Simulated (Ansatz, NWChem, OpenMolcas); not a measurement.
# From NH3 to Si3NH9: predicting a member

Gas-phase molecules. On one N centre, n of the H ligands are replaced by SiH3. The atomisation energy (no zero-point term) y in kJ/mol at B3LYP/6-31G* (spherical functions). Shapes: PBE0-D4/def2-TZVP. Programs: Ansatz 0.2.0, NWChem 7.3.0, OpenMolcas 26.06. A level may come from different programs for different species; with the same settings they agree closely.

```
 molecule  n  y (kJ/mol)
      NH3  0        1215
SiH3(NH2)  1        2113
   Si2NH7  2           ?
   Si3NH9  3        3916
```

Question: Fit y = c + s·n to the known rows and predict Si2NH7.

Answer: 
1. Means of the 3 rows: n = 1.33333, y = 2414.7.
2. Σ(Δn)² = 4.6667, Σ(Δn·Δy) = 4202.3, so the slope is 4202.3/4.6667 = 900.49.
3. Intercept: 2414.7 − (900.49) × 1.33333 = 1214.0. The largest residual of the fit is 1.5.
4. Si2NH7: 1214.0 + (900.49) × 2 = 3015 kJ/mol.

The run gave 3016 kJ/mol, so the prediction is off by -1 kJ/mol, within the largest residual. The steps are nearly additive. The slope is the difference between a N–SiH3 and a N–H bond with the ligands’ own bonds. Other levels give for Si2NH7: HF/STO-3G 2958; HF/3-21G 1992 kJ/mol.

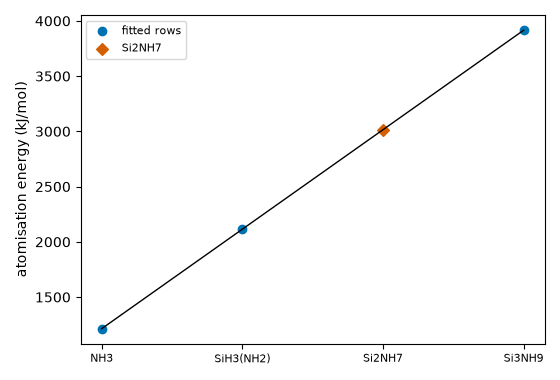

The fitted line, with the withheld member.
